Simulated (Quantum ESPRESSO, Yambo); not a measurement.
# BN (P6_3/mmc): G0W0 in Yambo against the screening cutoff

How does the gap of BN (P6_3/mmc) converge in the screening cutoff?

Method: PBE and many-body steps on it, plane waves, in Yambo 5.3.0.

### Step 1. Starting point

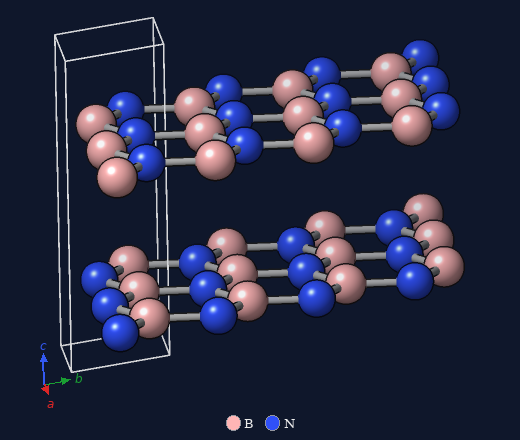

The starting structure, seen slightly off an axis (boron pink, nitrogen blue). 3×4×1 cells are drawn.

As a file:

```xyz
4
Lattice="2.5040 0.0000 0.0000 -1.2520 2.1685 0.0000 0.0000 0.0000 6.6612" Properties=species:S:1:pos:R:3 pbc="T T T"
B     0.0000    1.4457    1.6653
B     1.2520    0.7228    4.9959
N     0.0000    1.4457    4.9959
N     1.2520    0.7228    1.6653
```

The cell and positions come from the Crystallography Open Database and are kept as given unless a step says otherwise.

### Step 2. 3.25 Ha

This step: Yambo 5.3.0; G0W0 on PBE, plane waves, norm-conserving pseudopotentials.

G0W0 replaces the xc potential by the self-energy, built once from these orbitals. Only a window of levels is corrected, while the sums run over the empty bands that the input names.

The input, gw7.in:

```
HF_and_locXC
gw0
dyson
ppa
em1d
rim_cut
RandQpts= 1000000
RandGvec= 1 RL
EXXRLvcs= 72 Ry
VXCRLvcs= 288 Ry
Chimod= "HARTREE"
% BndsRnXp
 1 | 115 |
%
NGsBlkXp= 6.5 Ry
% LongDrXp
 1 | 1 | 1 |
%
% GbndRnge
 1 | 115 |
%
DysSolver= "n"
ExtendOut
PPAPntXp= 27.21138 eV
% QPkrange
 14 | 14 | 7 | 10 |
 7 | 7 | 7 | 10 |
 1 | 1 | 7 | 10 |
%
```

On the command line:

```
OMP_NUM_THREADS=1 mpirun -n 4 yambo -F gw7.in -J gw7 -C gw7 > gw7.log
```

The program printed:

```text
 Yambo, version 5.3.0

 [02] CORE Variables Setup
 =========================

  [... cell, symmetries and grids as in the set-up ...]

  [02.05] Energies & Occupations
  ==============================

  [X] === General ===
  [X] Electronic Temperature                        :  0.000000  0.000000 [eV K]
  [X] Bosonic    Temperature                        :  0.000000  0.000000 [eV K]
  [X] Finite Temperature mode                       : no
  [X] El. density                                   :  0.44236E+24 [cm-3]
  [X] Fermi Level                                   :  4.698546 [eV]

  [X] === Gaps and Widths ===
  [X] Conduction Band Min                           :  4.314160 [eV]
  [X] Valence Band Max                              :  0.000000 [eV]
  [X] Filled Bands                                  :   8
  [X] Empty Bands                                   :     9   434
  [X] Direct Gap                                    :  4.669575 [eV]
  [X] Direct Gap localized at k                     :  14
  [X] Indirect Gap                                  :  4.314160 [eV]
  [X] Indirect Gap between kpts                     :  14   7
  [X] Last valence band width                       :  3.190982 [eV]
  [X] 1st conduction band width                     :  3.840425 [eV]

 [03] Transferred momenta grid and indexing
 ==========================================

 IBZ Q-points                                      :  14
 BZ  Q-points                                      :   72

 K/Q-points units:
 rlu = crystal or reduced units; cc = cartesian coordinates; iku = interal k-units

 Q [ 1]         [rlu]:  0.000000  0.000000  0.000000
 Q [ 2]         [rlu]:  0.000000  0.000000 -0.500000
 Q [ 3]         [rlu]:  0.45246E-17  0.16667       0.0000
 Q [ 4]         [rlu]:  0.45246E-17  0.16667     -0.50000
 Q [ 5]         [rlu]:  0.90491E-17  0.33333       0.0000
 Q [ 6]         [rlu]:  0.90491E-17  0.33333     -0.50000
 Q [ 7]         [rlu]: -0.13574E-16 -0.50000       0.0000
 Q [ 8]         [rlu]: -0.13574E-16 -0.50000     -0.50000
 Q [ 9]         [rlu]:  0.166667  0.166667  0.000000
 Q [10]         [rlu]:  0.166667  0.166667 -0.500000
 Q [11]         [rlu]:  0.166667  0.333333  0.000000
 Q [12]         [rlu]:  0.166667  0.333333 -0.500000
 Q [13]         [rlu]:  0.333333  0.333333  0.000000
 Q [14]         [rlu]:  0.333333  0.333333 -0.500000

 [04] Coloumb potential Random Integration (RIM)
 ===============================================

  [04.01] RIM initialization
  ==========================

  * Diagonal components only detected *

  8 x (sBL volume)        :  0.112915 [a.u.]
  sBZ random points       :  1000000
  Points outside the sBZ  :   7981908
  RL volume               :  1.016236 [a.u.]
  Integrated volume       :  1.018540 [a.u.]

  [04.02] RIM integrals
  =====================

  Gamma point sphere radius             :  0.087673 [a.u.]
  Points outside the sphere             :   800056
  [Int_sBZ(q=0) 1/q^2]*(Vol_sBZ)^(-1/3) =:  7.718302
                                 should be <:  7.795600

  Summary of Coulomb integrals for non-metallic bands |Q|[au] RIM/Bare

  Q [1] 0.100000E-4 0.990085 * Q [2] 0.249574 1.075393
  Q [3] 0.255544 1.053879 * Q [4] 0.357197 1.052688
  Q [9] 0.442616 1.021893 * Q [10] 0.508130 1.021750
  Q [5] 0.511089 1.016956 * Q [6] 0.568770 1.016958
  Q [11] 0.676107 1.010896 * Q [12] 0.720700 1.010784
  Q [7] 0.766633 1.008740 * Q [8] 0.806234 1.008615
  Q [13] 0.885232 1.007388 * Q [14] 0.919741 1.007309

 [WARNING] [Xp] User bands 1-115 break level degeneracy

 [05] Dipoles
 ============

  [05.01] Setup: observables and procedures
  =========================================

 [06] Dynamic Dielectric Matrix (PPA)
 ====================================

 [WR./gw7//ndb.pp]---------------------------------------------------------------
  Brillouin Zone Q/K grids (IBZ/BZ)                :   14   72   14   72
  RL vectors                                       :   3391 [WF]
  Coulomb cutoff potential                         : none
[...]
X poles                                          :  100.0000 [o/o]
  RL vectors in the sum                            :   3391
  [r,Vnl] included                                 : yes
  Field direction                                  :  0.577350E-5  0.577350E-5  0.577350E-5
  BZ energy Double Grid                            : no
  BZ energy DbGd points                            : 0
  BZ Q point size factor                           : -1.000000
  X Optical Averaged directions                    : none

 [07] Local Exchange-Correlation + Non-Local Fock
 ================================================

 [VXC] Plane waves :  20149
 [EXS] Plane waves :  2483

 QP @ state[ 1 ] K range:  1  1
 QP @ state[ 1 ] b range:   7  10
 QP @ state[ 2 ] K range:   7   7
 QP @ state[ 2 ] b range:   7  10
 QP @ state[ 3 ] K range:  14  14
 QP @ state[ 3 ] b range:   7  10

 [xc] Functional : Perdew, Burke & Ernzerhof(X)+Perdew, Burke & Ernzerhof(C)
 [xc] LIBXC used to calculate xc functional
  PP Number of Atomic Species                      :  2
  NLCC RL compoments                               :  20149
  PP Number of Atomic Species                      :  2
  NLCC RL compoments                               :  20149

 [xc] E_xc :  -7.384420 [Ha]
      E_xc :  -14.76884 [Ry]

  Local XC kind (lXC) : Perdew, Burke & Ernzerhof(X)+Perdew, Burke & Ernzerhof(C)
  Non-Local XC kind (nlXC) : Hartree-Fock

  Corrections @ K [1] :  [eV]
 <7|nlXC|7> = -22.66614  0.54046E-17 <7|lXC|7> = -18.42829  0.18882E-15
 <8|nlXC|8> = -22.66610 -0.29346E-19 <8|lXC|8> = -18.42829  0.18882E-15
 <9|nlXC|9> = -4.450487  0.21150E-17 <9|lXC|9> = -8.606222  0.000000
 <10|nlXC|10> = -7.111859 -0.27258E-17 <10|lXC|10> = -13.67039  0.000000

  Corrections @ K [7] :  [eV]
 <7|nlXC|7> = -18.53788 -0.14893E-17 <7|lXC|7> = -14.85874  0.000000
 <8|nlXC|8> = -19.83872  0.10450E-16 <8|lXC|8> = -16.38986 -0.18882E-15
[...]
Corrections @ K [14] :  [eV]
[...]
<8|nlXC|8> = -19.84811 -0.90032E-18 <8|lXC|8> = -16.63092  0.28323E-15
 <9|nlXC|9> = -5.649894  0.12782E-17 <9|lXC|9> = -10.92032 -0.94408E-16
 <10|nlXC|10> = -5.649946  0.19947E-18 <10|lXC|10> = -10.92032  0.000000

  [07.01] Hartree-Fock occupations report
  =======================================

  [Hartree-Fock] === General ===
  [Hartree-Fock] Electronic Temperature             :  0.000000  0.000000 [eV K]
  [Hartree-Fock] Bosonic    Temperature             :  0.000000  0.000000 [eV K]
  [Hartree-Fock] Finite Temperature mode            : no
  [Hartree-Fock] El. density                        :  0.44236E+24 [cm-3]
  [Hartree-Fock] Fermi Level                        :  4.698546 [eV]

  [Hartree-Fock] === Gaps and Widths ===
  [Hartree-Fock] Conduction Band Min                :  4.771942 [eV]
  [Hartree-Fock] Valence Band Max                   : -0.076747 [eV]
  [Hartree-Fock] Filled Bands                       :   8
  [Hartree-Fock] Empty Bands                        :     9   434
  [Hartree-Fock] Direct Gap                         :  4.953946 [eV]
  [Hartree-Fock] Direct Gap localized at k          :  13
  [Hartree-Fock] Indirect Gap                       :  4.848689 [eV]
  [Hartree-Fock] Indirect Gap between kpts          :  13   8
  [Hartree-Fock] Last valence band width            :  5.467195 [eV]
  [Hartree-Fock] 1st conduction band width          :  5.168056 [eV]

 [08] Dyson equation: Newton solver
 ==================================

  [08.01] G0W0 (W PPA)
  ====================

  [  GW  ] Bands range     :    1  115
  [GW/PPA] G damping       :  0.100000 [eV]

  QP @ state[ 1 ] K range:  1  1
  QP @ state[ 1 ] b range:   7  10
  QP @ state[ 2 ] K range:   7   7
  QP @ state[ 2 ] b range:   7  10
  QP @ state[ 3 ] K range:  14  14
  QP @ state[ 3 ] b range:   7  10

   Sc/G bands                                       :    1  115
   Sc/G damping                                     :  0.100000 ev
   Sc bands terminator                              : no
   Sx RL components                                 :  2483

   QP @ state[ 1 ] K range                          :  1  1
   QP @ state[ 1 ] b range                          :   7  10
   QP @ state[ 2 ] K range                          :   7   7
   QP @ state[ 2 ] b range                          :   7  10
   QP @ state[ 3 ] K range                          :  14  14
   QP @ state[ 3 ] b range                          :   7  10
   GF energies kind                                 : Perdew, Burke & Ernzerhof(X)+Perdew, Burke & Ernzerhof(C)
   GF WF`s kind                                     : Perdew, Burke & Ernzerhof(X)+Perdew, Burke & Ernzerhof(C)
   Xs energies kind                                 : Perdew, Burke & Ernzerhof(X)+Perdew, Burke & Ernzerhof(C)
   Xs WF`s kind                                     : Perdew, Burke & Ernzerhof(X)+Perdew, Burke & Ernzerhof(C)

 [11] Game Over & Game summary
```

Run time: 40 s. Hardware: 4 MPI ranks of Arm Neoverse V1, shared host; peak memory 1.5 GiB.

This step gave:

```
G0W0 gap on the points computed              : 5.551 eV
starting gap on the mesh                     : 4.314 eV
k of the valence top                         : 0.3333, 0.3333, -0.5
k of the conduction bottom                   : 0, -0.5, 0
least direct G0W0 gap on the computed points : 6.055 eV
Z at the valence top                         : 0.8148
Z at the conduction bottom                   : 0.8419
```

The gap on the mesh goes from 4.31 eV to 5.55 eV, a correction of +1.24 eV.

### Step 3. 5.25 Ha

gw8.in, as its differences from gw7.in of step 2:

```diff
@@ -14,3 +14,3 @@
 %
-NGsBlkXp= 6.5 Ry
+NGsBlkXp= 10.5 Ry
 % LongDrXp
```

On the command line:

```
OMP_NUM_THREADS=1 mpirun -n 4 yambo -F gw8.in -J gw8 -C gw8 > gw8.log
```

The program printed:

```text
 Yambo, version 5.3.0

 [02] CORE Variables Setup
 =========================

  [... cell, symmetries and grids as in the set-up ...]

  [02.05] Energies & Occupations
  ==============================

  [X] === General ===
  [X] Electronic Temperature                        :  0.000000  0.000000 [eV K]
  [X] Bosonic    Temperature                        :  0.000000  0.000000 [eV K]
  [X] Finite Temperature mode                       : no
  [X] El. density                                   :  0.44236E+24 [cm-3]
  [X] Fermi Level                                   :  4.698546 [eV]

  [X] === Gaps and Widths ===
  [X] Conduction Band Min                           :  4.314160 [eV]
  [X] Valence Band Max                              :  0.000000 [eV]
  [X] Filled Bands                                  :   8
  [X] Empty Bands                                   :     9   434
  [X] Direct Gap                                    :  4.669575 [eV]
  [X] Direct Gap localized at k                     :  14
  [X] Indirect Gap                                  :  4.314160 [eV]
  [X] Indirect Gap between kpts                     :  14   7
  [X] Last valence band width                       :  3.190982 [eV]
  [X] 1st conduction band width                     :  3.840425 [eV]

 [03] Transferred momenta grid and indexing
 ==========================================

 IBZ Q-points                                      :  14
 BZ  Q-points                                      :   72

 K/Q-points units:
 rlu = crystal or reduced units; cc = cartesian coordinates; iku = interal k-units

 Q [ 1]         [rlu]:  0.000000  0.000000  0.000000
 Q [ 2]         [rlu]:  0.000000  0.000000 -0.500000
 Q [ 3]         [rlu]:  0.45246E-17  0.16667       0.0000
[...]
[Hartree-Fock] Conduction Band Min                :  4.771942 [eV]
  [Hartree-Fock] Valence Band Max                   : -0.076747 [eV]
  [Hartree-Fock] Filled Bands                       :   8
  [Hartree-Fock] Empty Bands                        :     9   434
  [Hartree-Fock] Direct Gap                         :  4.953946 [eV]
  [Hartree-Fock] Direct Gap localized at k          :  13
  [Hartree-Fock] Indirect Gap                       :  4.848689 [eV]
  [Hartree-Fock] Indirect Gap between kpts          :  13   8
  [Hartree-Fock] Last valence band width            :  5.467195 [eV]
  [Hartree-Fock] 1st conduction band width          :  5.168056 [eV]

 [08] Dyson equation: Newton solver
 ==================================

  [08.01] G0W0 (W PPA)
  ====================

  [  GW  ] Bands range     :    1  115
  [GW/PPA] G damping       :  0.100000 [eV]

  QP @ state[ 1 ] K range:  1  1
  QP @ state[ 1 ] b range:   7  10
  QP @ state[ 2 ] K range:   7   7
  QP @ state[ 2 ] b range:   7  10
  QP @ state[ 3 ] K range:  14  14
  QP @ state[ 3 ] b range:   7  10

   Sc/G bands                                       :    1  115
   Sc/G damping                                     :  0.100000 ev
   Sc bands terminator                              : no
   Sx RL components                                 :  2483

   QP @ state[ 1 ] K range                          :  1  1
   QP @ state[ 1 ] b range                          :   7  10
   QP @ state[ 2 ] K range                          :   7   7
   QP @ state[ 2 ] b range                          :   7  10
   QP @ state[ 3 ] K range                          :  14  14
   QP @ state[ 3 ] b range                          :   7  10
   GF energies kind                                 : Perdew, Burke & Ernzerhof(X)+Perdew, Burke & Ernzerhof(C)
   GF WF`s kind                                     : Perdew, Burke & Ernzerhof(X)+Perdew, Burke & Ernzerhof(C)
   Xs energies kind                                 : Perdew, Burke & Ernzerhof(X)+Perdew, Burke & Ernzerhof(C)
   Xs WF`s kind                                     : Perdew, Burke & Ernzerhof(X)+Perdew, Burke & Ernzerhof(C)

 [11] Game Over & Game summary
```

It took 66 s on 4 MPI ranks; peak memory 1.5 GiB.

Numbers from this step:

- G0W0 gap on the points computed: 5.661 eV
- starting gap on the mesh: 4.314 eV
- k of the valence top: 0.3333, 0.3333, -0.5
- k of the conduction bottom: 0, -0.5, 0
- least direct G0W0 gap on the computed points: 6.141 eV
- Z at the valence top: 0.8073
- Z at the conduction bottom: 0.8401

Against the run before, the gap moves by +0.109 eV.

(Continued in part 2 of 2.)

[Paths, hosts, dates, memory and timing lines, banners, echoed tables and standing remarks are left out of the program output.]

[Logs are printed without paths, hosts, clocks, repeated set-up lines and the standing remarks that a program may print on its own settings, such as how far it seeks lower states.]

[Runs of the session that timed out or met a known fault of the program may be left out.]

[Hosts, paths, dates, database ids (printed as entryN), source tags and the programs' standing remarks are cut or masked in the printed files.]
